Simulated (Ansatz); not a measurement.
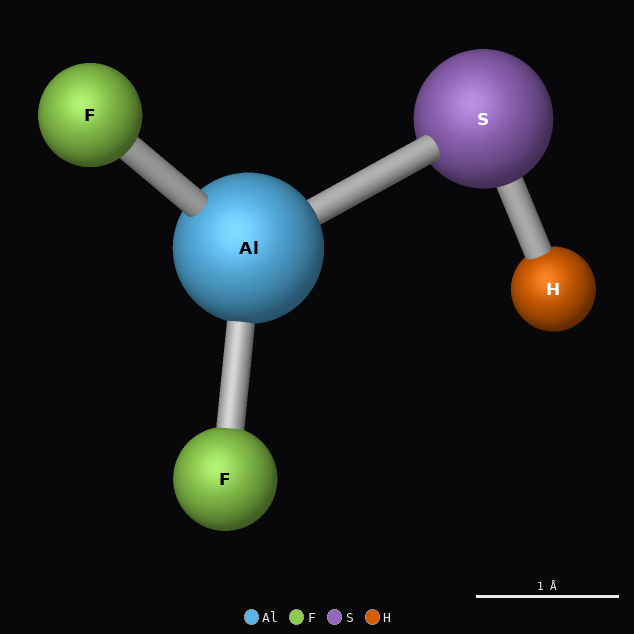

The structure as it stands in the input.

Input file:

```yaml
crystal:
  periodic: [false, false, false]
  atoms:
    - {symbol: Al, position_ang: [-0.200542, -0.972815, -0.538442]}
    - {symbol: F, position_ang: [0.930535, -0.826609, -1.710622]}
    - {symbol: F, position_ang: [-1.722228, -0.439044, -0.822795]}
    - {symbol: S, position_ang: [0.327536, -1.860487, 1.350430]}
    - {symbol: H, position_ang: [-0.923681, -1.696949, 1.818111]}
basis:
  gaussian: {orbitals: def2-TZVPP}
hamiltonian: {xc: {name: B2PLYP}}
```

It was started with:

```sh
ansatz run in.yaml --threads 3 --pin off --events-out ev --progress --plain --max-ram 6092MiB
```

Output:

```
Functional definition: B2PLYP
  name "B2PLYP"
  cite "Grimme, J. Chem. Phys. 124, 034108 (2006) doi:10.1063/1.2148954"
  cite "Becke, Phys. Rev. A 38, 3098 (1988) doi:10.1103/PhysRevA.38.3098"
  cite "Lee, Yang & Parr, Phys. Rev. B 37, 785 (1988) doi:10.1103/PhysRevB.37.785"
  parameter a = 0.53
  parameter c = 0.27
  exchange = (1 - a)*b88_x + a*exact_x
  correlation = (1 - c)*lyp_c + c*(mp2_os + mp2_ss)
983 factors; integrals over basis functions are off by at most 9.4e-4 eV
mean field evaluation 1: about -22871.3939 eV, gradient 4.9e1 eV
mean field evaluation 2: about -22871.4652 eV, gradient 4.9e1 eV
mean field evaluation 4: about -22875.0383 eV, gradient 2.2e0 eV
mean field evaluation 8: about -22875.0684 eV, gradient 1.6e-1 eV
mean field evaluation 16: about -22875.0685 eV, gradient 1.2e-4 eV
mean field -22875.06848477 eV, -840.6432615369 hartree, gradient 1.2e-6 eV, S^2 0.000000; 0 other end points of the search recorded, 0 dependent functions left out
12 core orbitals not correlated: weight in the atoms' cores, before any rotation towards them, 1.000 or more for the frozen orbitals, at most 0.000 for the correlated occupied ones
reference -22875.06862375 eV, -840.6432666443 hartree; 12, 12 occupied and 136, 136 virtual orbitals, 983 factors
second order -24.38722171 eV of doubles, -0.00000000 eV of singles
Total energy: -22881.65317361 eV, -840.8852443885 hartree
```
